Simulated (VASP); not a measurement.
Band structure of Ag (relaxed from the beta-Sn structure, space group I4_1/amd). Computed with PBEsol GGA, VASP's PBE PAW potentials (set 64) (plane waves; VASP).

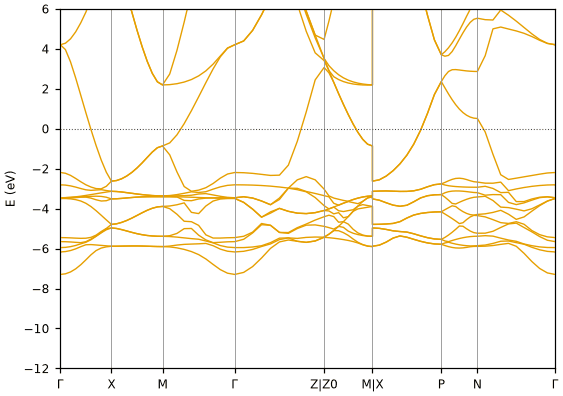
Figure. Bands along high-symmetry lines, zero at the valence-band maximum or, without a gap, the Fermi level

### Question
Read the plot: is there a gap, and where are the band edges?

### Answer
It has no gap at this level: it comes out as a metal or semimetal. (Edges off the drawn lines would not show.)

The structure was generated: Ag was put into the beta-Sn type (I4_1/amd), which need not be its known phase. It was relaxed first.
